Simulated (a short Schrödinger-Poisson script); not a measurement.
System: MOS inversion layer, Al2O3 on p-type Si(110), at 300 K.

```tsv
layer	material	thickness (nm)	Na (cm⁻³)
1	Al2O3	2.6	-
2	Si	1700	6.6e16
```

The device is made up for the run: typed textbook-type constants, with dimensions and the other settings drawn at random. Al2O3: permittivity 9, conduction-band edge (eV) 2.7, gap (eV) 6.8, electron mass (mₑ) 0.3. Si: permittivity 11.7, conduction-band edge (eV) 0, gap (eV) 1.124, Nv at 300 K (cm⁻³) 3.1e19.

Channel valleys (confinement mass, in-plane density-of-states mass, number): Δ4 0.315, 0.324, 4; Δ2 0.19, 0.417, 2. At the gate the conduction-band edge of layer 1 lies 3.06 eV − eVg above the Fermi level of the channel; the field vanishes at the back. Gaps are held at their typed values at every temperature. Mesh 0.03 nm at interfaces.

Solved with a short Schrödinger-Poisson script written for these runs: 1D Poisson equation in equilibrium, electrons quantum, Hartree (BenDaniel-Duke, 12 states a valley, the channel's in-plane mass for all, wave functions free to enter the dielectric), parabolic valleys, classical holes, full ionisation, no traps, pinning or gate leakage.

Only gate voltages with over 1e8 electrons/cm² are shown.

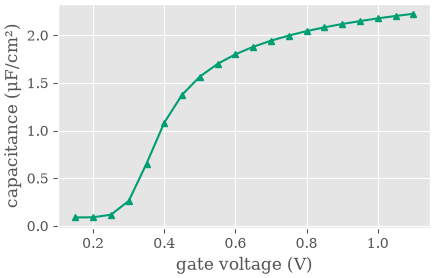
Fig. 1. Quasi-static capacitance against gate voltage

```
Vg (V)  electrons (cm⁻²)  C (μF/cm²)  Δ4 E0 (meV)  Δ4 E1 (meV)  Δ2 E0 (meV)  Δ2 E1 (meV)
------  ----------------  ----------  -----------  -----------  -----------  -----------
0.15              1.73e8      0.0876        307.1        350.7        316.4        367.7
0.2               1.06e9      0.0897        259.9        304.6        269.3        321.9
0.25              6.44e9       0.117        213.0        258.7        222.6        276.4
0.3              3.63e10       0.261        168.0        214.9        177.9        233.1
0.35             1.54e11       0.653        130.1        178.9        140.5        197.5
0.4              4.15e11        1.08        103.6        155.2        114.7        174.4
0.45             7.96e11        1.38         85.9        140.9         98.0        160.5
0.5              1.25e12        1.57         73.3        131.8         86.3        151.8
0.55             1.76e12        1.70         63.6        125.5         77.6        146.0
0.6              2.31e12        1.80         55.7        121.1         70.7        141.9
0.65             2.88e12        1.88         49.1        117.8         65.1        138.9
0.7              3.48e12        1.94         43.5        115.3         60.3        136.6
0.75             4.09e12        2.00         38.5        113.3         56.2        134.8
0.8              4.72e12        2.04         34.0        111.8         52.6        133.4
0.85             5.36e12        2.08         30.0        110.5         49.3        132.3
0.9              6.02e12        2.12         26.3        109.5         46.4        131.4
0.95             6.69e12        2.15         22.8        108.7         43.7        130.6
1                7.36e12        2.18         19.7        108.0         41.2        130.0
1.05             8.04e12        2.20         16.7        107.5         38.9        129.6
1.1              8.74e12        2.23         13.8        107.1         36.8        129.2
```

Subbands count from the Fermi level.
